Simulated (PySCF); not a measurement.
**C4H7N3Si: a tour of settings**

Which settings matter for C4H7N3Si (`C=Cn1ncc([SiH3])n1`)?

The runs use PySCF 2.14.0, with density-fitted response routines of our own; the level of theory stands in each step. All values are computed, except where a source is named. Atoms are numbered from 0 throughout.

## Step 1: The molecule as given

15 atoms, charge 0, multiplicity 1; geometry from: GFN2-xTB.

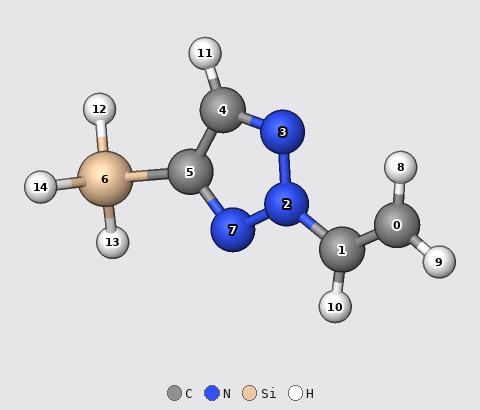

The starting geometry (carbon grey, nitrogen blue, silicon light orange, hydrogen white), atoms numbered; sticks join atoms by distance.

## Step 2: Nuclear shieldings: PBE0/pcSseg-1

Job settings and geometry (Å):

```
{"job": {"kind": "nmr", "xc": "PBE0", "basis": "pcSseg-1"}, "charge": 0, "multiplicity": 1}
C     -3.247451    -0.207843    -0.280677
C     -2.128821     0.433420    -0.580531
N     -0.882888     0.030041    -0.131543
N     -0.683871    -1.023246     0.640227
C      0.618500    -1.054278     0.826238
C      1.207622     0.026125     0.134314
Si     2.997468     0.555831    -0.006025
N      0.216790     0.681384    -0.454804
H     -3.228732    -1.087383     0.338435
H     -4.198055     0.132318    -0.646831
H     -2.076162     1.319212    -1.195602
H      1.084200    -1.812004     1.421053
H      3.806361    -0.667006    -0.002928
H      3.177622     1.306015    -1.245004
H      3.333001     1.375402     1.161765
```

Method: GIAO PBE0/pcSseg-1 NMR shielding, non-relativistic, gas phase.

Run with:

```sh
> OMP_NUM_THREADS=1 python probes_run.py task.json out
```

This one command runs all jobs of the session in turn.

Output:

```text
coarse grid: 13496 points
cycle   1  E = -609.6771417981  dE =  1.456e+00  |g| = 5.356e-01  |ddm| = 3.713e+00
cycle   2  E = -609.5680912456  dE =  1.091e-01  |g| = 9.146e-01  |ddm| = 9.854e-01
cycle   3  E = -609.7367233152  dE = -1.686e-01  |g| = 1.133e-01  |ddm| = 6.569e-01
cycle   4  E = -609.7391297654  dE = -2.406e-03  |g| = 5.822e-02  |ddm| = 1.455e-01
cycle   5  E = -609.7398987842  dE = -7.690e-04  |g| = 1.677e-02  |ddm| = 5.097e-02
cycle   6  E = -609.7399558451  dE = -5.706e-05  |g| = 4.362e-03  |ddm| = 1.512e-02
cycle   7  E = -609.7399593886  dE = -3.544e-06  |g| = 1.888e-03  |ddm| = 4.306e-03
final grid: 127344 points
cycle   8  E = -609.7824579114  dE = -2.564e-05  |g| = 7.161e-03  |ddm| = 2.800e-02
cycle   9  E = -609.7824419605  dE =  1.595e-05  |g| = 1.112e-02  |ddm| = 1.522e-02
cycle  10  E = -609.7824691175  dE = -2.716e-05  |g| = 2.255e-03  |ddm| = 9.849e-03
cycle  11  E = -609.7824702951  dE = -1.178e-06  |g| = 2.317e-04  |ddm| = 1.970e-03
cycle  12  E = -609.7824703029  dE = -7.871e-09  |g| = 1.219e-04  |ddm| = 2.402e-04
cycle  13  E = -609.7824703059  dE = -2.959e-09  |g| = 3.336e-05  |ddm| = 1.032e-04
cycle  14  E = -609.7824703061  dE = -1.787e-10  |g| = 1.838e-05  |ddm| = 3.711e-05
converged SCF energy = -609.7824703061

GIAO shielding tensors (ppm)
atom      isotropic    diamagn.    paramagn.     s11        s22        s33       span
  0 C       76.670     255.464    -178.794    -26.309     82.942    173.376    199.685
  1 C       47.531     248.332    -200.801    -61.727     82.476    121.845    183.572
  2 N      -30.428     334.697    -365.125   -131.510    -28.964     69.190    200.700
  3 N      -82.138     325.635    -407.773   -317.901   -127.358    198.845    516.747
  4 C       39.174     253.466    -214.291    -50.757     44.659    123.621    174.378
  5 C       45.358     256.089    -210.731    -30.114     27.242    138.946    169.059
  6 Si     433.809     880.380    -446.571    412.457    431.577    457.392     44.935
  7 N     -114.159     325.617    -439.776   -366.268   -134.421    158.211    524.479
  8 H       25.137      32.139      -7.002     22.134     23.937     29.340      7.205
  9 H       26.362      27.284      -0.922     24.922     25.157     29.008      4.086
 10 H       24.163      30.776      -6.614     20.770     23.455     28.263      7.493
 11 H       23.823      32.133      -8.311     21.394     23.245     26.829      5.435
 12 H       27.199      28.395      -1.196     23.649     25.978     31.970      8.321
 13 H       27.109      28.412      -1.302     23.261     26.063     32.003      8.742
 14 H       27.142      28.228      -1.085     24.186     24.969     32.272      8.086
```

It took 73 s on 1 thread, shared host.

The references, computed at this level on geometries of the same kind, shield at (ppm): ¹H TMS 31.72, ¹³C TMS 186.9, ²⁹Si TMS 349.2, ¹⁵N NH3 267.7. Their shielding less the atom's gives the shift. The references are single molecules in the gas phase, so shifts against H2O, NH3, PH3, H3PO4 or CFCl3 are not on the usual liquid scales and can be off by tens of ppm. Atoms listed in one row are averaged.

| atoms | environment | σ (ppm) | δ (ppm) | δ scaled to CDCl3 |
| --- | --- | --- | --- | --- |
| C4 | aromatic CH next to a ring nitrogen | 39.2 | 147.8 | 142.3 |
| C5 | substituted aromatic carbon next to a ring nitrogen | 45.4 | 141.6 | 136.3 |
| C1 | alkene CH | 47.5 | 139.4 | 134.1 |
| C0 | terminal =CH2 carbon | 76.7 | 110.3 | 105.7 |
| H11 | hydrogen on an aromatic CH next to a ring nitrogen | 23.82 | 7.89 | 7.55 |
| H10 | hydrogen on an alkene CH | 24.16 | 7.55 | 7.23 |
| H8 | hydrogen on a terminal =CH2 carbon | 25.14 | 6.58 | 6.31 |
| H9 | hydrogen on a terminal =CH2 carbon | 26.36 | 5.35 | 5.15 |
| H12, H13, H14 | hydrogen on a silicon bonded to C | 27.15 | 4.57 | – |
| N7 | pyridine-type nitrogen of an azole | -114.2 | 381.9 | – |
| N3 | pyridine-type nitrogen of an azole | -82.1 | 349.9 | – |
| N2 | pyrrole-type ring nitrogen | -30.4 | 298.2 | – |
| Si6 | silicon bonded to C, 3 H | 433.8 | -84.7 | – |

The scaled column applies a straight-line fit of computed shieldings to shifts measured in CDCl3 (root-mean-square error 0.16 ppm for H, 1.9 ppm for C).

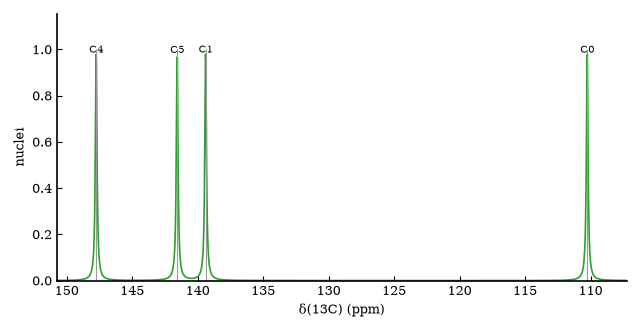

¹³C lines at the computed shifts, without couplings. Lines are broadened to a width of 0.15 ppm (Lorentzian).

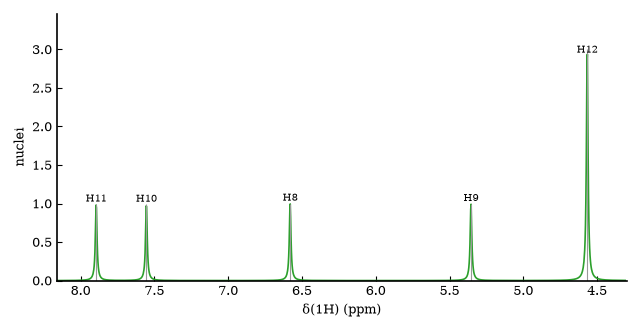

¹H lines at the computed shifts, without couplings. Lines are broadened to a width of 0.01 ppm (Lorentzian).

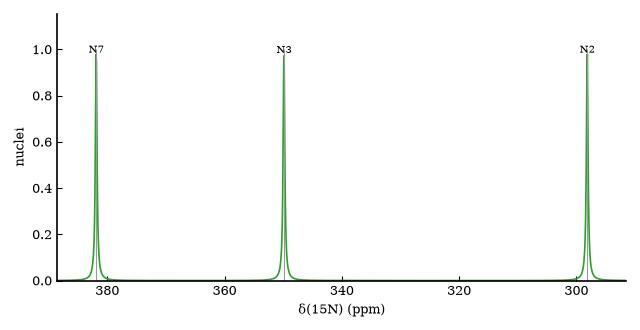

¹⁵N lines at the computed shifts, without couplings. Lines are broadened to a width of 0.33 ppm (Lorentzian).

The run also stored atomic charges by several schemes (e):

| atoms | Mulliken | IAO | Hirshfeld | ESP fit |
| --- | --- | --- | --- | --- |
| C0 | -0.17 | -0.33 | -0.10 | -0.36 |
| C1 | 0.13 | -0.05 | 0.00 | -0.37 |
| N2 | -0.25 | 0.16 | 0.10 | 0.89 |
| N3 | -0.20 | -0.23 | -0.12 | -0.44 |
| C4 | 0.09 | -0.08 | -0.02 | -0.13 |
| C5 | -0.18 | -0.23 | -0.08 | 0.14 |
| Si6 | 0.56 | 0.62 | 0.32 | 0.36 |
| N7 | -0.21 | -0.22 | -0.12 | -0.62 |

Hirshfeld charges:

C0 -0.10; C1 0.00; N2 0.10; N3 -0.12; C4 -0.02; C5 -0.08; Si6 0.32; N7 -0.12; H8 0.05; H9 0.06; H10 0.06; H11 0.07; H12 -0.07; H13 -0.07; H14 -0.07

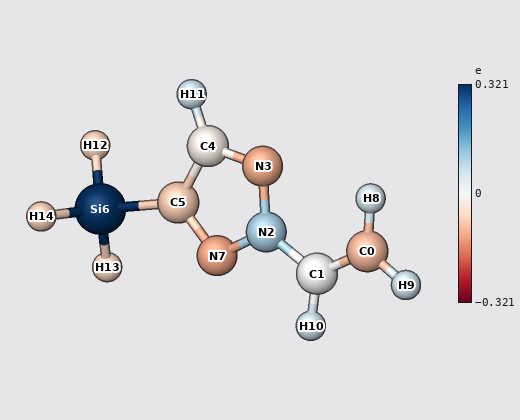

Hirshfeld charges, as colours on the atoms.

Mayer bond orders: C0–C1 1.91, C1–N2 0.93, N2–N3 1.20, N3–C4 1.53, C4–C5 1.27, C5–Si6 0.88, C5–N7 1.45, N7–N2 1.20.

Ring of atoms N2, N3, C4, C5, N7: NICS(0) -12.0, NICS(1) -13.0, NICS(1)zz -32.1 ppm (means of both faces).

## Step 3: Ultraviolet spectrum: PBE0/def2-SVPD

The job, as its differences from that of step 2:

```diff
@@ -1,2 +1,2 @@
-{"job": {"kind": "nmr", "xc": "PBE0", "basis": "pcSseg-1"}, "charge": 0, "multiplicity": 1}
+{"job": {"kind": "uv", "xc": "PBE0", "basis": "def2-SVPD", "nstates": 6, "ntriplets": 2}, "charge": 0, "multiplicity": 1}
 C     -3.247451    -0.207843    -0.280677
```

Level: TDDFT PBE0/def2-SVPD, vertical, gas phase, core orbitals frozen in the response.

Output:

```text
coarse grid: 13496 points
cycle   1  E = -609.3898092210  dE =  1.391e+00  |g| = 5.250e-01  |ddm| = 6.458e+00
cycle   2  E = -609.2769209718  dE =  1.129e-01  |g| = 9.079e-01  |ddm| = 1.955e+00
cycle   3  E = -609.4489624549  dE = -1.720e-01  |g| = 1.109e-01  |ddm| = 1.151e+00
cycle   4  E = -609.4513780109  dE = -2.416e-03  |g| = 5.809e-02  |ddm| = 3.210e-01
cycle   5  E = -609.4521652362  dE = -7.872e-04  |g| = 1.639e-02  |ddm| = 1.131e-01
cycle   6  E = -609.4522227966  dE = -5.756e-05  |g| = 4.155e-03  |ddm| = 2.864e-02
cycle   7  E = -609.4522260844  dE = -3.288e-06  |g| = 1.810e-03  |ddm| = 1.031e-02
final grid: 127344 points
cycle   8  E = -609.5242389542  dE = -2.315e-05  |g| = 6.812e-03  |ddm| = 1.067e-01
cycle   9  E = -609.5242221091  dE =  1.685e-05  |g| = 1.098e-02  |ddm| = 3.237e-02
cycle  10  E = -609.5242497354  dE = -2.763e-05  |g| = 2.084e-03  |ddm| = 1.928e-02
cycle  11  E = -609.5242507857  dE = -1.050e-06  |g| = 2.138e-04  |ddm| = 4.290e-03
cycle  12  E = -609.5242507934  dE = -7.719e-09  |g| = 1.094e-04  |ddm| = 5.883e-04
cycle  13  E = -609.5242507960  dE = -2.529e-09  |g| = 2.976e-05  |ddm| = 2.327e-04
cycle  14  E = -609.5242507961  dE = -1.417e-10  |g| = 1.788e-05  |ddm| = 9.360e-05
converged SCF energy = -609.5242507961

Static polarisability (au): isotropic 99.463, principal 63.263 85.920 149.204

Singlet excitations
state   eV       nm        f      main configurations
  1   5.2205    237.5   0.51124   H->L 0.96
  2   5.6727    218.6   0.00013   H-1->L 0.62, H-2->L 0.35
  3   6.3017    196.7   0.00557   H-3->L 0.96
  4   6.4980    190.8   0.00072   H->L+1 0.44, H-2->L 0.34, H-1->L 0.19
  5   6.7453    183.8   0.01508   H->L+2 0.92
  6   6.7721    183.1   0.09272   H->L+1 0.48, H-2->L 0.25, H-1->L 0.14

Triplet excitations (Tamm-Dancoff, eV): 3.4900 4.6973
```

It took 97 s on 1 thread, shared host.

Frontier orbitals and where they lie:

| orbital | eV | atoms |
| --- | --- | --- |
| HOMO−3 | -9.13 | N3 22 %, C5 19 %, N7 18 % |
| HOMO−2 | -8.68 | N7 36 %, N3 32 %, C5 9 % |
| HOMO−1 | -8.66 | N7 38 %, N3 34 %, C5 7 % |
| HOMO | -7.14 | C0 26 %, C1 16 %, N2 15 % |
| LUMO | -1.33 | C0 19 %, N7 17 %, N3 14 % |
| LUMO+1 | 0.36 | C5 19 %, Si6 19 %, C4 19 % |
| LUMO+2 | 0.56 | Si6 41 %, H12 10 %, C4 10 % |

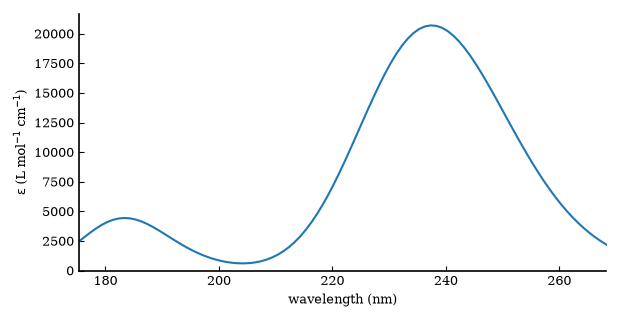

Absorption spectrum: each of the 6 states is a Gaussian band of 0.4 eV half-width at 1/e. Beyond the last state computed it falls off for lack of states.

Further results of this job:

| property | computed |
| --- | --- |
| dipole moment (D) | 0.14 |
| polarisability (Å³) | 14.74 |
| HOMO–LUMO gap (eV) | 5.81 |
| −ε(HOMO) (eV) | 7.14 |

## Step 4: Shielding tensors: HSE06/6-311G**

The job, as its differences from that of step 3:

```diff
@@ -1,2 +1,2 @@
-{"job": {"kind": "uv", "xc": "PBE0", "basis": "def2-SVPD", "nstates": 6, "ntriplets": 2}, "charge": 0, "multiplicity": 1}
+{"job": {"kind": "nmr", "xc": "HSE06", "basis": "6-311G**", "pop": false, "gauge": [10, 10, 10], "scf": {"max_cycle": 89}}, "charge": 0, "multiplicity": 1}
 C     -3.247451    -0.207843    -0.280677
```

Method: common gauge origin HSE06/6-311G** NMR shielding, non-relativistic, gas phase.

Output:

```text
final grid: 127344 points
cycle   1  E = -609.8869985954  dE =  1.419e+00  |g| = 5.557e-01  |ddm| = 3.377e+00
cycle   2  E = -609.7398272078  dE =  1.472e-01  |g| = 1.006e+00  |ddm| = 9.986e-01
cycle   3  E = -609.9476492876  dE = -2.078e-01  |g| = 1.482e-01  |ddm| = 7.059e-01
cycle   4  E = -609.9519900481  dE = -4.341e-03  |g| = 7.091e-02  |ddm| = 1.720e-01
cycle   5  E = -609.9531116809  dE = -1.122e-03  |g| = 2.288e-02  |ddm| = 5.934e-02
cycle   6  E = -609.9532224399  dE = -1.108e-04  |g| = 5.884e-03  |ddm| = 1.934e-02
cycle   7  E = -609.9532287025  dE = -6.263e-06  |g| = 2.618e-03  |ddm| = 5.429e-03
cycle   8  E = -609.9532301280  dE = -1.425e-06  |g| = 6.246e-04  |ddm| = 2.136e-03
cycle   9  E = -609.9532301792  dE = -5.126e-08  |g| = 2.582e-04  |ddm| = 5.828e-04
cycle  10  E = -609.9532301946  dE = -1.542e-08  |g| = 6.247e-05  |ddm| = 2.247e-04
cycle  11  E = -609.9532301956  dE = -9.513e-10  |g| = 2.788e-05  |ddm| = 7.574e-05
converged SCF energy = -609.9532301956

GIAO shielding tensors (ppm)
atom      isotropic    diamagn.    paramagn.     s11        s22        s33       span
  0 C     -126.195    -394.921     268.726   -412.270   -111.237    144.922    557.192
  1 C       10.048      97.540     -87.492   -163.382      1.622    191.904    355.286
  2 N      -91.285     259.789    -351.074   -216.629   -117.941     60.715    277.344
  3 N     -270.717    -102.276    -168.441   -658.476   -329.202    175.528    834.004
  4 C       86.475     613.469    -526.993   -191.752    119.803    331.375    523.128
  5 C      100.502     878.638    -778.136    -16.515    110.233    207.787    224.302
  6 Si     504.237    1357.275    -853.039    447.538    496.433    568.739    121.201
  7 N      -37.416     781.717    -819.133   -414.528    -68.962    371.243    785.771
  8 H     -108.956    -566.831     457.875   -289.781   -189.171    152.084    441.866
  9 H     -174.457    -977.281     802.824   -339.148   -287.585    103.361    442.509
 10 H       10.807       6.571       4.235   -211.865     -9.018    253.304    465.170
 11 H       36.236     209.658    -173.422   -204.183     19.236    293.656    497.839
 12 H      -58.432     -18.825     -39.607   -444.143   -109.986    378.833    822.976
 13 H      -15.655      83.062     -98.717   -409.807    -53.226    416.070    825.877
 14 H      576.738    1383.089    -806.350     37.838    825.373    867.004    829.166
```

Run time: 74 s. Hardware: 1 thread, shared host.

It converged, yet the result is unsound: a common gauge origin replaces GIAOs, so the shieldings depend on where the origin lies. Its shieldings differ from those of step 2 (PBE0/pcSseg-1) by up to 550 ppm (H14).

## Step 5: Ultraviolet spectrum: HSE06/def2-SVPD

The job, as its differences from that of step 4:

```diff
@@ -1,2 +1,2 @@
-{"job": {"kind": "nmr", "xc": "HSE06", "basis": "6-311G**", "pop": false, "gauge": [10, 10, 10], "scf": {"max_cycle": 89}}, "charge": 0, "multiplicity": 1}
+{"job": {"kind": "uv", "xc": "HSE06", "basis": "def2-SVPD", "nstates": 1, "ntriplets": 2, "tda": false, "scf": {"level_shift": 0.2}}, "charge": 0, "multiplicity": 1}
 C     -3.247451    -0.207843    -0.280677
```

Method: TDDFT HSE06/def2-SVPD, vertical, gas phase, core orbitals frozen in the response.

Output:

```text
final grid: 127344 points
cycle   1  E = -609.4981780382  dE =  1.358e+00  |g| = 5.328e-01  |ddm| = 6.175e+00
cycle   2  E = -609.4965120046  dE =  1.666e-03  |g| = 6.026e-01  |ddm| = 1.604e+00
cycle   3  E = -609.5638082740  dE = -6.730e-02  |g| = 9.774e-02  |ddm| = 6.585e-01
cycle   4  E = -609.5658900152  dE = -2.082e-03  |g| = 3.126e-02  |ddm| = 2.202e-01
cycle   5  E = -609.5661314477  dE = -2.414e-04  |g| = 7.119e-03  |ddm| = 6.581e-02
cycle   6  E = -609.5661421829  dE = -1.074e-05  |g| = 3.762e-03  |ddm| = 2.181e-02
cycle   7  E = -609.5661447695  dE = -2.587e-06  |g| = 1.496e-03  |ddm| = 9.239e-03
cycle   8  E = -609.5661452790  dE = -5.095e-07  |g| = 3.423e-04  |ddm| = 2.988e-03
cycle   9  E = -609.5661453072  dE = -2.812e-08  |g| = 1.267e-04  |ddm| = 9.722e-04
cycle  10  E = -609.5661453114  dE = -4.239e-09  |g| = 3.310e-05  |ddm| = 3.260e-04
cycle  11  E = -609.5661453118  dE = -3.622e-10  |g| = 1.245e-05  |ddm| = 1.168e-04
level shift removed, Fock matrix diagonalised once more
converged SCF energy = -609.5661453118

Static polarisability (au): isotropic 99.816, principal 63.474 86.167 149.807

Singlet excitations
state   eV       nm        f      main configurations
  1   5.1941    238.7   0.50838   H->L 0.96

Triplet excitations (Tamm-Dancoff, eV): 3.4735 4.6831
```

It took 2.3 min on 1 thread, shared host.

This run: HOMO -6.75 eV, LUMO -1.70 eV; lowest singlet 5.19 eV.

## Step 6: Ultraviolet spectrum: HF/def2-SVPD

The job, as its differences from that of step 5:

```diff
@@ -1,2 +1,2 @@
-{"job": {"kind": "uv", "xc": "HSE06", "basis": "def2-SVPD", "nstates": 1, "ntriplets": 2, "tda": false, "scf": {"level_shift": 0.2}}, "charge": 0, "multiplicity": 1}
+{"job": {"kind": "uv", "xc": "HF", "basis": "def2-SVPD", "nstates": 3, "ntriplets": 2, "tda": false, "scf": {"guess": "vsap"}}, "charge": 0, "multiplicity": 1}
 C     -3.247451    -0.207843    -0.280677
```

Level: TDDFT HF/def2-SVPD, vertical, gas phase, core orbitals frozen in the response.

Output:

```text
final grid: 127344 points
cycle   1  E = -571.3596239609  dE =  3.293e+01  |g| = 7.633e+00  |ddm| = 1.440e+02
cycle   2  E = -530.0583141902  dE =  4.130e+01  |g| = 1.600e+01  |ddm| = 1.564e+02
cycle   3  E = -585.3138350303  dE = -5.526e+01  |g| = 7.107e+00  |ddm| = 6.287e+01
cycle   4  E = -605.2398194620  dE = -1.993e+01  |g| = 1.861e+00  |ddm| = 1.531e+01
cycle   5  E = -607.2869421516  dE = -2.047e+00  |g| = 6.463e-01  |ddm| = 5.044e+00
cycle   6  E = -607.4190229148  dE = -1.321e-01  |g| = 2.483e-01  |ddm| = 1.720e+00
cycle   7  E = -607.4356728412  dE = -1.665e-02  |g| = 8.643e-02  |ddm| = 6.685e-01
cycle   8  E = -607.4379509549  dE = -2.278e-03  |g| = 3.324e-02  |ddm| = 2.880e-01
cycle   9  E = -607.4383487698  dE = -3.978e-04  |g| = 1.383e-02  |ddm| = 8.990e-02
cycle  10  E = -607.4384293752  dE = -8.061e-05  |g| = 4.238e-03  |ddm| = 5.756e-02
cycle  11  E = -607.4384410027  dE = -1.163e-05  |g| = 1.867e-03  |ddm| = 1.627e-02
cycle  12  E = -607.4384439739  dE = -2.971e-06  |g| = 7.511e-04  |ddm| = 8.547e-03
cycle  13  E = -607.4384444722  dE = -4.983e-07  |g| = 3.732e-04  |ddm| = 2.440e-03
cycle  14  E = -607.4384446255  dE = -1.533e-07  |g| = 1.651e-04  |ddm| = 1.559e-03
cycle  15  E = -607.4384446461  dE = -2.056e-08  |g| = 4.384e-05  |ddm| = 7.161e-04
cycle  16  E = -607.4384446471  dE = -1.072e-09  |g| = 1.507e-05  |ddm| = 2.049e-04
cycle  17  E = -607.4384446473  dE = -1.469e-10  |g| = 4.479e-06  |ddm| = 7.270e-05
converged SCF energy = -607.4384446473

Static polarisability (au): isotropic 94.090, principal 61.499 81.435 139.336

Singlet excitations
state   eV       nm        f      main configurations
  1   5.7084    217.2   0.63420   H->L 0.91
  2   6.7259    184.3   0.00023   H-3->L 0.60
  3   6.9525    178.3   0.00951   H-1->L 0.63, H->L+5 0.08

Triplet excitations (Tamm-Dancoff, eV): 3.2725 4.0368
```

Wall time 35 s (1 thread, shared host).

This run: HOMO -9.12 eV, LUMO 2.32 eV; lowest singlet 5.71 eV.

## Step 7: Run by run: electronic excitations

Excitations and ground-state properties, with basis size and wall time:

| run | lowest singlet (eV) | brightest (eV) | f | gap (eV) | α (Å³) | μ (D) | functions | time |
| --- | --- | --- | --- | --- | --- | --- | --- | --- |
| PBE0/def2-SVPD | 5.22 | 5.22 | 0.511 | 5.81 | 14.74 | 0.14 | 220 | 97 s |
| HSE06/def2-SVPD | 5.19 | 5.19 | 0.508 | 5.04 | 14.79 | 0.14 | 220 | 2.3 min |
| HF/def2-SVPD | 5.71 | 5.71 | 0.634 | 11.44 | 13.94 | 0.24 | 220 | 35 s |

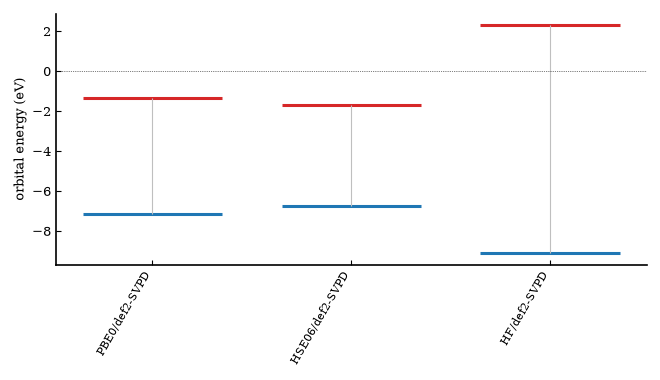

HOMO (blue) and LUMO (red) run by run.

## Step 8: What came out

| quantity | value |
| --- | --- |
| ¹³C shifts against TMS (PBE0/pcSseg-1) | 147.8, 141.6, 139.4, 110.3 ppm |
| ¹H shifts against TMS (PBE0/pcSseg-1, means over atoms taken as alike) | 7.89, 7.55, 6.58, 5.35, 4.57 ppm |
| ¹⁵N shifts against NH3 (PBE0/pcSseg-1) | 381.9, 349.9, 298.2 ppm |
| ²⁹Si shifts against TMS (PBE0/pcSseg-1) | -84.7 ppm |
| lowest singlet (PBE0/def2-SVPD) | 5.22 eV (237 nm), f = 0.511 |
| lowest triplet | 3.49 eV |
| range of the lowest singlet | 5.19 to 5.71 eV |
| property runs in this session | 5, of which 0 failed and 1 gave unsound results |

In words: Single values in the summary come from the first run of each kind that ended normally (PBE0/pcSseg-1; PBE0/def2-SVPD), which need not be the best level. NICS(1)zz of -32 ppm above the planar ring from N2 marks a diatropic (aromatic) ring current. The first singlet state (HOMO→LUMO 0.96) lies at 5.22 eV and is bright. The lowest triplet lies 1.73 eV below the lowest singlet (triplets in Tamm-Dancoff, singlets in full TDDFT). The lowest singlet runs from 5.19 eV (HSE06/def2-SVPD) to 5.71 eV (HF/def2-SVPD), while the orbital gap spans 5.04 to 11.44 eV: the excitation energy moves far less from run to run than the orbital gap does. The lowest state need not be the same one in every run. The runs solved for a few states only, so the brightest column depends on that window.
